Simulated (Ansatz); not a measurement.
# C2H10OSSi: molecular dynamics (part 1 of 5)

System: C2H10OSSi.
Method: UKS r2SCANh-D4/STO-3G (Ansatz 0.2.0).

The run did not end well. It belongs to a series of runs on one base structure; here: dynamics from the start.

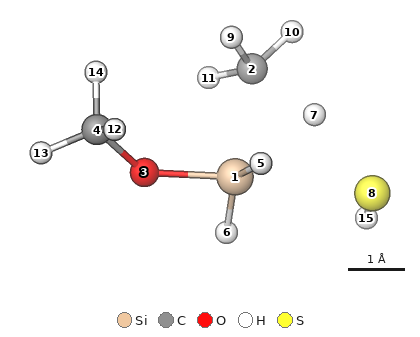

*The structure as given in the input (ball-and-stick view, seen at a tilt; atoms are numbered from 1 in the order of the input).*

### Input
```yaml
crystal:
  periodic: [false, false, false]
  atoms:
    - { symbol: Si, position_ang: [-0.7647, -0.3821, 0.2697] }
    - { symbol: C, position_ang: [0.7963, 1.0818, 0.6721] }
    - { symbol: O, position_ang: [0.0841, -1.3056, -0.7765] }
    - { symbol: C, position_ang: [0.5336, -1.0834, -2.0759] }
    - { symbol: H, position_ang: [-1.681, 0.3757, -0.5746] }
    - { symbol: H, position_ang: [-0.661, -1.4547, 1.243] }
    - { symbol: H, position_ang: [-0.3548, 1.1696, 1.4551] }
    - { symbol: S, position_ang: [-1.979, 0.8219, 2.1316] }
    - { symbol: H, position_ang: [0.8281, 1.4605, -0.3439] }
    - { symbol: H, position_ang: [1.1103, 1.9262, 1.2966] }
    - { symbol: H, position_ang: [1.5544, 0.3233, 0.8231] }
    - { symbol: H, position_ang: [-0.259, -0.6649, -2.7007] }
    - { symbol: H, position_ang: [0.858, -2.0359, -2.4955] }
    - { symbol: H, position_ang: [1.3792, -0.3899, -2.0702] }
    - { symbol: H, position_ang: [-1.4448, 0.1573, 3.1462] }
magnetization:
  spin_polarized: true
basis:
  gaussian: { orbitals: STO-3G }
hamiltonian:
  xc: r2scanh
  dispersion: d4
md:
  timestep: 0.5
  n_steps: 150
  ensemble: nve
  temperature: 100.0
  initial_velocities: maxwell_boltzmann
  seed: 89834
```

Run as:
```bash
ansatz run input.yaml --threads 1 --pin off --max-ram 2048MiB --backend cpu --events-out ev --progress --plain --runs-dir out
```

### The program's output
```
Engine: ansatz 0.2.0, aarch64-unknown-linux-gnu
Functional definition: r2SCANh
  parameter a = 0.1
  parameter k0 = 0.174
  parameter k1 = 0.065
  parameter a1 = 4.9479
  exchange = (1 - a)*r2scan_x(k0 = k0, k1 = k1, a1 = a1) + a*exact_x
  correlation = r2scan_c
610 factors; integrals over basis functions are off by at most 9.8e-6 eV
mean field evaluation 1: about -22722.3011 eV, gradient 1.8e1 eV
mean field evaluation 2: about -22718.7831 eV, gradient 3.1e1 eV
mean field evaluation 4: about -22724.6545 eV, gradient 1.0e0 eV
mean field evaluation 8: about -22724.5889 eV, gradient 3.6e-2 eV
mean field -22724.58889795 eV, -835.1132387201 hartree, gradient 1.7e-5 eV, S^2 0.000000; 0 other end points of the search recorded, 0 dependent functions left out
the calculation of the forces begins
reference -22724.58890516 eV, -835.1132389849 hartree; 30, 30 occupied and 13, 13 virtual orbitals, 610 factors
md step     0: t =     0.00 fs  T =   100.0 K  F+E_penalty+E_count = -22724.68011406 eV  E_kin = 0.168038 eV  conserved = -22724.51207607 eV  (26 SCF iters)
these checks for a lower state are left out or cut short: starts, cluster_reference, orbital_swaps, neighbouring_geometries, increment
610 factors; integrals over basis functions are off by at most 9.8e-6 eV
mean field evaluation 16: about -22724.5872 eV, gradient 2.7e-1 eV
mean field -22724.58797078 eV, -835.1132046474 hartree, gradient 1.2e-5 eV, S^2 0.000000; 0 other end points of the search recorded, 0 dependent functions left out
the calculation of the forces begins
reference -22724.58797800 eV, -835.1132049125 hartree; 30, 30 occupied and 13, 13 virtual orbitals, 610 factors
md step     1: t =     0.50 fs  T =    99.4 K  F+E_penalty+E_count = -22724.67918368 eV  E_kin = 0.166985 eV  conserved = -22724.51219902 eV  (24 SCF iters)
[... from here on the SCF iterations and repeated set-up lines of each step are left out, up to the last step ...]
md step     2: t =     1.00 fs  T =   110.4 K  F+E_penalty+E_count = -22724.69786442 eV  E_kin = 0.185454 eV  conserved = -22724.51241058 eV  (23 SCF iters)
md step     3: t =     1.50 fs  T =   131.0 K  F+E_penalty+E_count = -22724.73282586 eV  E_kin = 0.220181 eV  conserved = -22724.51264525 eV  (24 SCF iters)
md step     4: t =     2.00 fs  T =   159.2 K  F+E_penalty+E_count = -22724.78038143 eV  E_kin = 0.267568 eV  conserved = -22724.51281296 eV  (25 SCF iters)
md step     5: t =     2.50 fs  T =   193.4 K  F+E_penalty+E_count = -22724.83788795 eV  E_kin = 0.325049 eV  conserved = -22724.51283865 eV  (29 SCF iters)
md step     6: t =     3.00 fs  T =   233.4 K  F+E_penalty+E_count = -22724.90492595 eV  E_kin = 0.392223 eV  conserved = -22724.51270264 eV  (29 SCF iters)
md step     7: t =     3.50 fs  T =   280.4 K  F+E_penalty+E_count = -22724.98365003 eV  E_kin = 0.471181 eV  conserved = -22724.51246889 eV  (30 SCF iters)
md step     8: t =     4.00 fs  T =   336.6 K  F+E_penalty+E_count = -22725.07789918 eV  E_kin = 0.565607 eV  conserved = -22724.51229254 eV  (30 SCF iters)
md step     9: t =     4.50 fs  T =   403.8 K  F+E_penalty+E_count = -22725.19095251 eV  E_kin = 0.678535 eV  conserved = -22724.51241743 eV  (30 SCF iters, 3 dispersion substeps)
md step    10: t =     5.00 fs  T =   481.4 K  F+E_penalty+E_count = -22725.32202447 eV  E_kin = 0.808875 eV  conserved = -22724.51314954 eV  (30 SCF iters, 3 dispersion substeps)
md step    11: t =     5.50 fs  T =   563.7 K  F+E_penalty+E_count = -22725.46198038 eV  E_kin = 0.947183 eV  conserved = -22724.51479784 eV  (29 SCF iters, 3 dispersion substeps)
md step    12: t =     6.00 fs  T =   637.9 K  F+E_penalty+E_count = -22725.58946185 eV  E_kin = 1.071967 eV  conserved = -22724.51749453 eV  (29 SCF iters, 3 dispersion substeps)
md step    13: t =     6.50 fs  T =   684.1 K  F+E_penalty+E_count = -22725.67027857 eV  E_kin = 1.149539 eV  conserved = -22724.52073978 eV  (28 SCF iters, 3 dispersion substeps)
md step    14: t =     7.00 fs  T =   680.8 K  F+E_penalty+E_count = -22725.66667815 eV  E_kin = 1.143935 eV  conserved = -22724.52274278 eV  (28 SCF iters, 3 dispersion substeps)
md step    15: t =     7.50 fs  T =   621.3 K  F+E_penalty+E_count = -22725.56463626 eV  E_kin = 1.044059 eV  conserved = -22724.52057762 eV  (27 SCF iters, 3 dispersion substeps)
md step    16: t =     8.00 fs  T =   535.7 K  F+E_penalty+E_count = -22725.41325092 eV  E_kin = 0.900121 eV  conserved = -22724.51313004 eV  (28 SCF iters, 3 dispersion substeps)
md step    17: t =     8.50 fs  T =   492.5 K  F+E_penalty+E_count = -22725.33285053 eV  E_kin = 0.827603 eV  conserved = -22724.50524748 eV  (28 SCF iters, 3 dispersion substeps)
md step    18: t =     9.00 fs  T =   556.6 K  F+E_penalty+E_count = -22725.44031660 eV  E_kin = 0.935292 eV  conserved = -22724.50502472 eV  (26 SCF iters, 3 dispersion substeps)
md step    19: t =     9.50 fs  T =   729.1 K  F+E_penalty+E_count = -22725.73828355 eV  E_kin = 1.225093 eV  conserved = -22724.51319026 eV  (28 SCF iters, 3 dispersion substeps)
md step    20: t =    10.00 fs  T =   942.7 K  F+E_penalty+E_count = -22726.10611929 eV  E_kin = 1.584094 eV  conserved = -22724.52202486 eV  (27 SCF iters, 3 dispersion substeps)
md step    21: t =    10.50 fs  T =  1119.0 K  F+E_penalty+E_count = -22726.40598163 eV  E_kin = 1.880268 eV  conserved = -22724.52571343 eV  (27 SCF iters, 3 dispersion substeps)
md step    22: t =    11.00 fs  T =  1217.2 K  F+E_penalty+E_count = -22726.56987887 eV  E_kin = 2.045319 eV  conserved = -22724.52455966 eV  (27 SCF iters, 3 dispersion substeps)
md step    23: t =    11.50 fs  T =  1238.8 K  F+E_penalty+E_count = -22726.60294599 eV  E_kin = 2.081642 eV  conserved = -22724.52130425 eV  (27 SCF iters, 3 dispersion substeps)
md step    24: t =    12.00 fs  T =  1207.4 K  F+E_penalty+E_count = -22726.54673082 eV  E_kin = 2.028817 eV  conserved = -22724.51791369 eV  (27 SCF iters, 3 dispersion substeps)
md step    25: t =    12.50 fs  T =  1150.8 K  F+E_penalty+E_count = -22726.44892016 eV  E_kin = 1.933724 eV  conserved = -22724.51519612 eV  (27 SCF iters, 3 dispersion substeps)
md step    26: t =    13.00 fs  T =  1092.7 K  F+E_penalty+E_count = -22726.34951721 eV  E_kin = 1.836217 eV  conserved = -22724.51329986 eV  (28 SCF iters, 3 dispersion substeps)
md step    27: t =    13.50 fs  T =  1050.4 K  F+E_penalty+E_count = -22726.27729737 eV  E_kin = 1.765137 eV  conserved = -22724.51216003 eV  (28 SCF iters, 3 dispersion substeps)
md step    28: t =    14.00 fs  T =  1034.7 K  F+E_penalty+E_count = -22726.25026220 eV  E_kin = 1.738645 eV  conserved = -22724.51161759 eV  (28 SCF iters, 3 dispersion substeps)
md step    29: t =    14.50 fs  T =  1051.0 K  F+E_penalty+E_count = -22726.27763621 eV  E_kin = 1.766128 eV  conserved = -22724.51150794 eV  (28 SCF iters, 3 dispersion substeps)
md step    30: t =    15.00 fs  T =  1101.1 K  F+E_penalty+E_count = -22726.36200232 eV  E_kin = 1.850287 eV  conserved = -22724.51171537 eV  (28 SCF iters, 3 dispersion substeps)
md step    31: t =    15.50 fs  T =  1183.4 K  F+E_penalty+E_count = -22726.50073333 eV  E_kin = 1.988530 eV  conserved = -22724.51220336 eV  (28 SCF iters, 3 dispersion substeps)
md step    32: t =    16.00 fs  T =  1293.3 K  F+E_penalty+E_count = -22726.68625185 eV  E_kin = 2.173196 eV  conserved = -22724.51305558 eV  (28 SCF iters, 3 dispersion substeps)
md step    33: t =    16.50 fs  T =  1422.5 K  F+E_penalty+E_count = -22726.90481277 eV  E_kin = 2.390391 eV  conserved = -22724.51442193 eV  (28 SCF iters, 3 dispersion substeps)
md step    34: t =    17.00 fs  T =  1558.0 K  F+E_penalty+E_count = -22727.13447082 eV  E_kin = 2.618050 eV  conserved = -22724.51642117 eV  (28 SCF iters, 3 dispersion substeps)
md step    35: t =    17.50 fs  T =  1681.2 K  F+E_penalty+E_count = -22727.34397787 eV  E_kin = 2.825077 eV  conserved = -22724.51890116 eV  (27 SCF iters, 3 dispersion substeps)
md step    36: t =    18.00 fs  T =  1769.9 K  F+E_penalty+E_count = -22727.49544072 eV  E_kin = 2.974159 eV  conserved = -22724.52128172 eV  (27 SCF iters, 3 dispersion substeps)
md step    37: t =    18.50 fs  T =  1804.0 K  F+E_penalty+E_count = -22727.55369624 eV  E_kin = 3.031337 eV  conserved = -22724.52235892 eV  (26 SCF iters, 3 dispersion substeps)
md step    38: t =    19.00 fs  T =  1775.3 K  F+E_penalty+E_count = -22727.50384063 eV  E_kin = 2.983147 eV  conserved = -22724.52069392 eV  (27 SCF iters, 3 dispersion substeps)
md step    39: t =    19.50 fs  T =  1698.9 K  F+E_penalty+E_count = -22727.37075498 eV  E_kin = 2.854830 eV  conserved = -22724.51592454 eV  (26 SCF iters, 3 dispersion substeps)
md step    40: t =    20.00 fs  T =  1613.9 K  F+E_penalty+E_count = -22727.22236646 eV  E_kin = 2.712007 eV  conserved = -22724.51035917 eV  (26 SCF iters, 3 dispersion substeps)
md step    41: t =    20.50 fs  T =  1564.2 K  F+E_penalty+E_count = -22727.13644960 eV  E_kin = 2.628410 eV  conserved = -22724.50803996 eV  (26 SCF iters, 3 dispersion substeps)
md step    42: t =    21.00 fs  T =  1568.1 K  F+E_penalty+E_count = -22727.14568077 eV  E_kin = 2.634986 eV  conserved = -22724.51069520 eV  (27 SCF iters, 3 dispersion substeps)
md step    43: t =    21.50 fs  T =  1606.1 K  F+E_penalty+E_count = -22727.21462661 eV  E_kin = 2.698931 eV  conserved = -22724.51569528 eV  (27 SCF iters, 3 dispersion substeps)
md step    44: t =    22.00 fs  T =  1639.4 K  F+E_penalty+E_count = -22727.27408821 eV  E_kin = 2.754753 eV  conserved = -22724.51933553 eV  (26 SCF iters, 3 dispersion substeps)
md step    45: t =    22.50 fs  T =  1637.4 K  F+E_penalty+E_count = -22727.27165958 eV  E_kin = 2.751424 eV  conserved = -22724.52023537 eV  (27 SCF iters, 3 dispersion substeps)
md step    46: t =    23.00 fs  T =  1591.3 K  F+E_penalty+E_count = -22727.19305600 eV  E_kin = 2.673950 eV  conserved = -22724.51910556 eV  (27 SCF iters, 3 dispersion substeps)
md step    47: t =    23.50 fs  T =  1509.6 K  F+E_penalty+E_count = -22727.05385084 eV  E_kin = 2.536702 eV  conserved = -22724.51714899 eV  (27 SCF iters, 3 dispersion substeps)
md step    48: t =    24.00 fs  T =  1409.0 K  F+E_penalty+E_count = -22726.88287191 eV  E_kin = 2.367709 eV  conserved = -22724.51516244 eV  (27 SCF iters, 3 dispersion substeps)
md step    49: t =    24.50 fs  T =  1307.3 K  F+E_penalty+E_count = -22726.71031322 eV  E_kin = 2.196816 eV  conserved = -22724.51349698 eV  (28 SCF iters, 3 dispersion substeps)
md step    50: t =    25.00 fs  T =  1219.8 K  F+E_penalty+E_count = -22726.56206497 eV  E_kin = 2.049811 eV  conserved = -22724.51225395 eV  (27 SCF iters, 3 dispersion substeps)
md step    51: t =    25.50 fs  T =  1158.3 K  F+E_penalty+E_count = -22726.45779346 eV  E_kin = 1.946351 eV  conserved = -22724.51144234 eV  (27 SCF iters, 3 dispersion substeps)
md step    52: t =    26.00 fs  T =  1130.4 K  F+E_penalty+E_count = -22726.41056456 eV  E_kin = 1.899528 eV  conserved = -22724.51103610 eV  (28 SCF iters, 3 dispersion substeps)
md step    53: t =    26.50 fs  T =  1140.2 K  F+E_penalty+E_count = -22726.42700149 eV  E_kin = 1.915993 eV  conserved = -22724.51100815 eV  (28 SCF iters, 3 dispersion substeps)
md step    54: t =    27.00 fs  T =  1188.0 K  F+E_penalty+E_count = -22726.50765163 eV  E_kin = 1.996333 eV  conserved = -22724.51131826 eV  (28 SCF iters, 3 dispersion substeps)
md step    55: t =    27.50 fs  T =  1270.9 K  F+E_penalty+E_count = -22726.64759175 eV  E_kin = 2.135668 eV  conserved = -22724.51192342 eV  (28 SCF iters, 3 dispersion substeps)
md step    56: t =    28.00 fs  T =  1383.3 K  F+E_penalty+E_count = -22726.83717236 eV  E_kin = 2.324391 eV  conserved = -22724.51278090 eV  (28 SCF iters, 3 dispersion substeps)
md step    57: t =    28.50 fs  T =  1516.8 K  F+E_penalty+E_count = -22727.06271192 eV  E_kin = 2.548827 eV  conserved = -22724.51388457 eV  (27 SCF iters, 3 dispersion substeps)
md step    58: t =    29.00 fs  T =  1661.2 K  F+E_penalty+E_count = -22727.30670825 eV  E_kin = 2.791431 eV  conserved = -22724.51527748 eV  (27 SCF iters, 3 dispersion substeps)
md step    59: t =    29.50 fs  T =  1803.3 K  F+E_penalty+E_count = -22727.54732729 eV  E_kin = 3.030288 eV  conserved = -22724.51703931 eV  (27 SCF iters, 3 dispersion substeps)
md step    60: t =    30.00 fs  T =  1927.2 K  F+E_penalty+E_count = -22727.75756150 eV  E_kin = 3.238420 eV  conserved = -22724.51914139 eV  (27 SCF iters, 3 dispersion substeps)
md step    61: t =    30.50 fs  T =  2014.4 K  F+E_penalty+E_count = -22727.90614033 eV  E_kin = 3.384970 eV  conserved = -22724.52117045 eV  (26 SCF iters, 3 dispersion substeps)
md step    62: t =    31.00 fs  T =  2048.4 K  F+E_penalty+E_count = -22727.96418605 eV  E_kin = 3.442136 eV  conserved = -22724.52204962 eV  (26 SCF iters, 3 dispersion substeps)
md step    63: t =    31.50 fs  T =  2023.8 K  F+E_penalty+E_count = -22727.92106572 eV  E_kin = 3.400767 eV  conserved = -22724.52029864 eV  (26 SCF iters, 3 dispersion substeps)
md step    64: t =    32.00 fs  T =  1957.3 K  F+E_penalty+E_count = -22727.80450638 eV  E_kin = 3.289026 eV  conserved = -22724.51548082 eV  (26 SCF iters, 3 dispersion substeps)
md step    65: t =    32.50 fs  T =  1888.7 K  F+E_penalty+E_count = -22727.68396234 eV  E_kin = 3.173814 eV  conserved = -22724.51014863 eV  (26 SCF iters, 3 dispersion substeps)
md step    66: t =    33.00 fs  T =  1859.7 K  F+E_penalty+E_count = -22727.63372016 eV  E_kin = 3.125061 eV  conserved = -22724.50865870 eV  (26 SCF iters, 3 dispersion substeps)
md step    67: t =    33.50 fs  T =  1881.7 K  F+E_penalty+E_count = -22727.67432860 eV  E_kin = 3.161972 eV  conserved = -22724.51235671 eV  (26 SCF iters, 3 dispersion substeps)
md step    68: t =    34.00 fs  T =  1926.4 K  F+E_penalty+E_count = -22727.75489720 eV  E_kin = 3.237073 eV  conserved = -22724.51782430 eV  (26 SCF iters, 3 dispersion substeps)
md step    69: t =    34.50 fs  T =  1950.3 K  F+E_penalty+E_count = -22727.79835210 eV  E_kin = 3.277259 eV  conserved = -22724.52109279 eV  (27 SCF iters, 3 dispersion substeps)
md step    70: t =    35.00 fs  T =  1925.3 K  F+E_penalty+E_count = -22727.75633426 eV  E_kin = 3.235180 eV  conserved = -22724.52115429 eV  (27 SCF iters, 3 dispersion substeps)
md step    71: t =    35.50 fs  T =  1848.7 K  F+E_penalty+E_count = -22727.62579345 eV  E_kin = 3.106556 eV  conserved = -22724.51923761 eV  (27 SCF iters, 3 dispersion substeps)
md step    72: t =    36.00 fs  T =  1735.8 K  F+E_penalty+E_count = -22727.43357586 eV  E_kin = 2.916767 eV  conserved = -22724.51680888 eV  (27 SCF iters, 3 dispersion substeps)
md step    73: t =    36.50 fs  T =  1607.2 K  F+E_penalty+E_count = -22727.21539318 eV  E_kin = 2.700650 eV  conserved = -22724.51474300 eV  (27 SCF iters, 3 dispersion substeps)
md step    74: t =    37.00 fs  T =  1481.4 K  F+E_penalty+E_count = -22727.00254719 eV  E_kin = 2.489234 eV  conserved = -22724.51331295 eV  (28 SCF iters, 3 dispersion substeps)
md step    75: t =    37.50 fs  T =  1371.6 K  F+E_penalty+E_count = -22726.81729197 eV  E_kin = 2.304837 eV  conserved = -22724.51245472 eV  (28 SCF iters, 3 dispersion substeps)
md step    76: t =    38.00 fs  T =  1286.3 K  F+E_penalty+E_count = -22726.67337383 eV  E_kin = 2.161391 eV  conserved = -22724.51198282 eV  (28 SCF iters, 3 dispersion substeps)
md step    77: t =    38.50 fs  T =  1230.0 K  F+E_penalty+E_count = -22726.57860876 eV  E_kin = 2.066892 eV  conserved = -22724.51171663 eV  (28 SCF iters, 3 dispersion substeps)
md step    78: t =    39.00 fs  T =  1205.7 K  F+E_penalty+E_count = -22726.53751139 eV  E_kin = 2.025959 eV  conserved = -22724.51155218 eV  (28 SCF iters, 3 dispersion substeps)
md step    79: t =    39.50 fs  T =  1214.8 K  F+E_penalty+E_count = -22726.55279166 eV  E_kin = 2.041294 eV  conserved = -22724.51149799 eV  (28 SCF iters, 3 dispersion substeps)
md step    80: t =    40.00 fs  T =  1257.8 K  F+E_penalty+E_count = -22726.62517113 eV  E_kin = 2.113502 eV  conserved = -22724.51166904 eV  (28 SCF iters, 3 dispersion substeps)
md step    81: t =    40.50 fs  T =  1332.7 K  F+E_penalty+E_count = -22726.75163646 eV  E_kin = 2.239395 eV  conserved = -22724.51224105 eV  (28 SCF iters, 3 dispersion substeps)
md step    82: t =    41.00 fs  T =  1433.9 K  F+E_penalty+E_count = -22726.92284036 eV  E_kin = 2.409461 eV  conserved = -22724.51337949 eV  (28 SCF iters, 3 dispersion substeps)
md step    83: t =    41.50 fs  T =  1550.6 K  F+E_penalty+E_count = -22727.12072133 eV  E_kin = 2.605546 eV  conserved = -22724.51517518 eV  (27 SCF iters, 3 dispersion substeps)
md step    84: t =    42.00 fs  T =  1666.3 K  F+E_penalty+E_count = -22727.31747451 eV  E_kin = 2.799938 eV  conserved = -22724.51753639 eV  (27 SCF iters, 3 dispersion substeps)
md step    85: t =    42.50 fs  T =  1760.0 K  F+E_penalty+E_count = -22727.47744298 eV  E_kin = 2.957419 eV  conserved = -22724.52002375 eV  (27 SCF iters, 3 dispersion substeps)
md step    86: t =    43.00 fs  T =  1810.7 K  F+E_penalty+E_count = -22727.56435684 eV  E_kin = 3.042715 eV  conserved = -22724.52164230 eV  (26 SCF iters, 3 dispersion substeps)
md step    87: t =    43.50 fs  T =  1806.6 K  F+E_penalty+E_count = -22727.55660468 eV  E_kin = 3.035754 eV  conserved = -22724.52085035 eV  (26 SCF iters, 3 dispersion substeps)
md step    88: t =    44.00 fs  T =  1757.0 K  F+E_penalty+E_count = -22727.46896780 eV  E_kin = 2.952383 eV  conserved = -22724.51658478 eV  (27 SCF iters, 3 dispersion substeps)
md step    89: t =    44.50 fs  T =  1698.9 K  F+E_penalty+E_count = -22727.36520221 eV  E_kin = 2.854833 eV  conserved = -22724.51036881 eV  (27 SCF iters, 3 dispersion substeps)
md step    90: t =    45.00 fs  T =  1682.4 K  F+E_penalty+E_count = -22727.33382850 eV  E_kin = 2.827105 eV  conserved = -22724.50672364 eV  (27 SCF iters, 3 dispersion substeps)
```
